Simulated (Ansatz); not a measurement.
# triplet SiH4O at 6 levels

Aim: a comparison of 6 runs (U-r2SCAN/STO-3G, U-r2SCAN0/STO-3G, UB2PLYP/STO-3G, UHSE06/STO-3G, UCCSDT/STO-3G, FCI/STO-3G) of triplet SiH4O. 

The calculation is run with Ansatz 0.2.0.

47 further runs of the same task are left out: 47 set aside as unsound or not needed.

## (1) The system as given

SiH4O: 6 atoms, total charge 0, spin state triplet. SMILES of the parent species: `O[SiH3]`. The coordinates come from a PBE0-D4/def2-TZVP relaxation. That shape belongs to the parent species and isn't relaxed for this state.

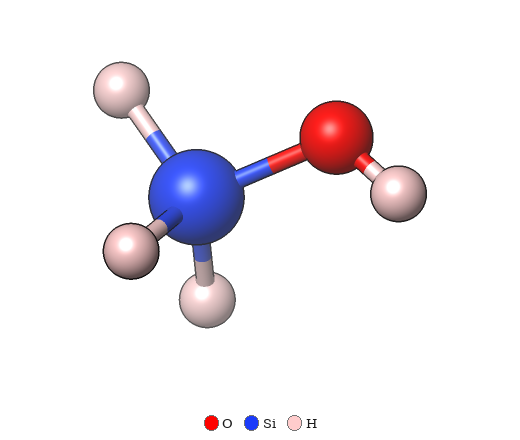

The structure, seen from a chosen angle (oxygen red, silicon blue, hydrogen pink).

## (2) The energy at U-r2SCAN/STO-3G (run 1)

input.yaml

```yaml
crystal:
  periodic: [false, false, false]
  atoms:
    - {symbol: O, position_ang: [0.636700, -1.030300, 0.419000]}
    - {symbol: Si, position_ang: [-0.035700, 0.346500, -0.187000]}
    - {symbol: H, position_ang: [0.069100, -1.629200, 0.904700]}
    - {symbol: H, position_ang: [-1.128300, 0.045700, -1.152800]}
    - {symbol: H, position_ang: [1.060500, 1.064900, -0.875600]}
    - {symbol: H, position_ang: [-0.602300, 1.202400, 0.891700]}
basis:
  gaussian:
    orbitals: STO-3G
magnetization:
  spin_polarized: true
  initial_magnetization: 2
hamiltonian:
  xc: r2scan
accuracy: high
```

Started as:

```sh
$ ansatz run input.yaml --threads 1 --pin off --max-ram 2610MiB --events-out events.jsonl --progress --plain --runs-dir runs
```

Output:

```text
Warning: RAYON_NUM_THREADS=1 ignored (pool sized by the plan → 1); use --threads N
Functional definition: r2SCAN
  name "r2SCAN"
  parameter k0 = 0.174
  parameter k1 = 0.065
  parameter a1 = 4.9479
  exchange = r2scan_x(k0 = k0, k1 = k1, a1 = a1)
  correlation = r2scan_c
314 factors; integrals over basis functions are off by at most 3.0e-8 eV
mean field evaluation 1: about -9858.1221 eV, gradient 9.0e0 eV
mean field evaluation 2: about -9858.5248 eV, gradient 7.4e0 eV
mean field evaluation 4: about -9859.0421 eV, gradient 4.3e-1 eV
mean field evaluation 8: about -9859.0036 eV, gradient 2.6e-2 eV
mean field evaluation 16: about -9859.0036 eV, gradient 4.8e-6 eV
mean field -9859.00357854 eV, -362.3116988386 hartree, gradient 9.3e-8 eV, S^2 2.001004; 2 other end points of the search recorded, 0 dependent functions left out
reference -9859.00357946 eV, -362.3116988723 hartree; 14, 12 occupied and 4, 6 virtual orbitals, 314 factors
Total energy: -9859.00357946 eV, -362.3116988723 hartree
```

Wall time 4.5 s (1 thread of Arm Neoverse V2, shared host); peak memory 0.22 GiB.

## (3) The energy at U-r2SCAN0/STO-3G (run 2)

molecule.yaml

```yaml
crystal:
  periodic: [false, false, false]
  atoms:
    - {symbol: O, position_ang: [0.636700, -1.030300, 0.419000]}
    - {symbol: Si, position_ang: [-0.035700, 0.346500, -0.187000]}
    - {symbol: H, position_ang: [0.069100, -1.629200, 0.904700]}
    - {symbol: H, position_ang: [-1.128300, 0.045700, -1.152800]}
    - {symbol: H, position_ang: [1.060500, 1.064900, -0.875600]}
    - {symbol: H, position_ang: [-0.602300, 1.202400, 0.891700]}
basis:
  gaussian: {orbitals: STO-3G}
magnetization: {spin_polarized: true, initial_magnetization: 2}
hamiltonian: {xc: {name: r2SCAN0}}
accuracy: high
```

Started as:

```sh
$ ansatz run molecule.yaml --threads 1 --pin off --max-ram 2610MiB --events-out events.jsonl --progress --plain --runs-dir runs
```

Output:

```text
Warning: RAYON_NUM_THREADS=1 ignored (pool sized by the plan → 1); use --threads N
Functional definition: r2SCAN0
  name "r2SCAN0"
  parameter a = 0.25
  parameter k0 = 0.174
  parameter k1 = 0.065
  parameter a1 = 4.9479
  exchange = (1 - a)*r2scan_x(k0 = k0, k1 = k1, a1 = a1) + a*exact_x
  correlation = r2scan_c
314 factors; integrals over basis functions are off by at most 3.0e-8 eV
mean field evaluation 1: about -9857.9615 eV, gradient 7.8e0 eV
mean field evaluation 2: about -9858.7632 eV, gradient 4.4e0 eV
mean field evaluation 4: about -9858.9925 eV, gradient 5.3e-1 eV
mean field evaluation 8: about -9858.9987 eV, gradient 2.0e-2 eV
mean field evaluation 16: about -9858.9987 eV, gradient 4.3e-5 eV
mean field -9858.99873612 eV, -362.3115208830 hartree, gradient 2.7e-8 eV, S^2 2.001229; 2 other end points of the search recorded, 0 dependent functions left out
reference -9858.99873682 eV, -362.3115209089 hartree; 14, 12 occupied and 4, 6 virtual orbitals, 314 factors
Total energy: -9858.99873682 eV, -362.3115209089 hartree
```

Run time: 5.4 s. Hardware: 1 thread of Arm Neoverse V2, shared host; peak memory 0.23 GiB.

Runs 3 to 4 aren't shown in full; the table further down has their settings and results.

## (4) A single-point energy at UCCSDT/STO-3G (run 5)

input.yaml: that of step 2 with these lines changed.

```diff
@@ -1 +1,4 @@
+basis:
+  gaussian:
+    orbitals: STO-3G
 crystal:
@@ -9,5 +12,2 @@
     - {symbol: H, position_ang: [-0.602300, 1.202400, 0.891700]}
-basis:
-  gaussian:
-    orbitals: STO-3G
 magnetization:
@@ -15,4 +15,7 @@
   initial_magnetization: 2
-hamiltonian:
-  xc: r2scan
+correlation:
+  method: ccsdt
+  frozen_orbitals: {H: 0, O: 1, Si: 5}
 accuracy: high
+scf:
+  omitted_lower_state_checks: [cluster_reference, increment]
```

Started as:

```sh
$ ansatz run input.yaml --threads 1 --pin off --max-ram 2610MiB --events-out events.jsonl --progress --plain --runs-dir runs
```

Output:

```text
Warning: RAYON_NUM_THREADS=1 ignored (pool sized by the plan → 1); use --threads N
[... 13 lines left out ...]
6 core orbitals not correlated: weight in the atoms' cores, before any rotation towards them, 1.000 or more for the frozen orbitals, at most 0.000 for the correlated occupied ones
[... 35 lines left out ...]
Total energy: -9837.65728477 eV, -361.5272370118 hartree
Checks for a lower state left out: cluster_reference, increment
```

It took 0.62 s on 1 thread of Arm Neoverse V2, shared host.

## (5) The energy at FCI/STO-3G (run 6)

job.yaml

```yaml
crystal:
  periodic: [false, false, false]
  atoms:
    - symbol: O
      position_ang: [0.636700, -1.030300, 0.419000]
    - symbol: Si
      position_ang: [-0.035700, 0.346500, -0.187000]
    - symbol: H
      position_ang: [0.069100, -1.629200, 0.904700]
    - symbol: H
      position_ang: [-1.128300, 0.045700, -1.152800]
    - symbol: H
      position_ang: [1.060500, 1.064900, -0.875600]
    - symbol: H
      position_ang: [-0.602300, 1.202400, 0.891700]
basis:
  gaussian:
    orbitals: STO-3G
magnetization:
  spin_polarized: true
  initial_magnetization: 2
correlation:
  method: fci
  frozen_orbitals: {H: 0, O: 1, Si: 5}
accuracy: high
```

Started as:

```sh
$ ansatz run job.yaml --threads 1 --pin off --max-ram 2610MiB --events-out events.jsonl --progress --plain --runs-dir runs
```

Output:

```text
Warning: RAYON_NUM_THREADS=1 ignored (pool sized by the plan → 1); use --threads N
Functional definition: HF
  name "HF"
  exchange = exact_x
  correlation = 0
314 factors; integrals over basis functions are off by at most 3.0e-8 eV
mean field evaluation 1: about -9832.5267 eV, gradient 9.9e0 eV
mean field evaluation 2: about -9832.6528 eV, gradient 1.0e1 eV
mean field evaluation 4: about -9834.8686 eV, gradient 2.8e0 eV
mean field evaluation 8: about -9835.2236 eV, gradient 6.4e-2 eV
mean field evaluation 16: about -9835.2195 eV, gradient 2.2e-8 eV
mean field evaluation 32: about -9833.3296 eV, gradient 6.5e0 eV
mean field -9835.21946182 eV, -361.4376486707 hartree, gradient 2.2e-8 eV, S^2 2.002790; 5 other end points of the search recorded, 0 dependent functions left out
6 core orbitals not correlated: weight in the atoms' cores, before any rotation towards them, 1.000 or more for the frozen orbitals, at most 0.000 for the correlated occupied ones
reference -9835.19347853 eV, -361.4366938023 hartree; 8, 6 occupied and 4, 6 virtual orbitals, 314 factors
state -9837.65836827 eV, -361.5272768294 hartree
Total energy: -9837.65836827 eV, -361.5272768294 hartree
```

It took 3.6 s on 1 thread of Arm Neoverse V2, shared host; peak memory 0.11 GiB.

## (6) All runs side by side

```csv
run,level,frozen core orbitals,energy (Eh),⟨S²⟩,wall time
1,U-r2SCAN/STO-3G,–,-362.311699,2.001,4.5 s
2,U-r2SCAN0/STO-3G,–,-362.311521,2.001,5.4 s
3,UB2PLYP/STO-3G,6,-362.100953,2.001,2.1 s
4,UHSE06/STO-3G,–,-362.159635,2.001,2.5 s
5,UCCSDT/STO-3G,6,-361.527237,2.003,0.62 s
6,FCI/STO-3G,6,-361.527277,–,3.6 s
```

## (7) What came out

| quantity | value |
| --- | --- |
| run 6: total energy | -361.52728 Eh |
| run 6: correlation energy (6 core orbitals frozen) | -90.6 mEh |

Against full CI in this basis: UCCSDT +0.0 mEh. Totals of different functionals can't be ranked against each other. In runs 1, 2, 3, 4, 5, 6 the basis is minimal, so the values are rough. All runs together took 19 s, the longest 5.4 s.
